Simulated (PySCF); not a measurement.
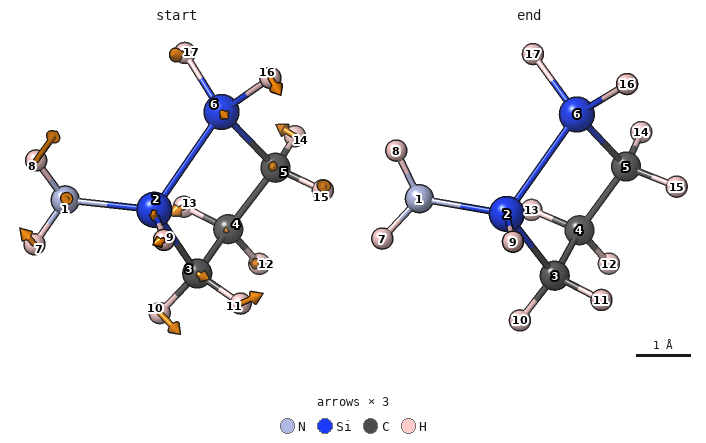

The structure of C3H11NSi2 before (left) and after (right) a relaxation, at one scale. The orange arrows give the displacements, 3 times their true length.

A ball-and-stick model, seen at a tilt.

The start comes from GFN2-xTB.

Method: PySCF 2.14.0, density-fitted response routines, PBE0-D3(BJ)/def2-SVP geometry optimisation, gas phase. 

Describe what moved and what it gained.

Answer. The largest move after the best rigid fit is that of H8, 0.40 Å. Largest moves by element: H 0.40 Å, N 0.11 Å, C 0.10 Å, Si 0.08 Å. Near-neighbour distances that change, for instance: Si2–Si6 2.306 → 2.343 Å, Si6–H16 1.469 → 1.496 Å, Si2–H9 1.480 → 1.503 Å, Si2–C3 1.913 → 1.899 Å. Among the angles between lasting bonds that change: Si2–Si6–H17 118.3° → 112.6°, N1–Si2–Si6 111.2° → 108.1°, C5–Si6–H16 109.9° → 112.5°. Over 8 geometry steps the energy falls by 2.78 kcal/mol. The largest force component goes from 0.86 to 0.011 eV/Å. The run took roughly 2.1 core-minutes on a shared host.
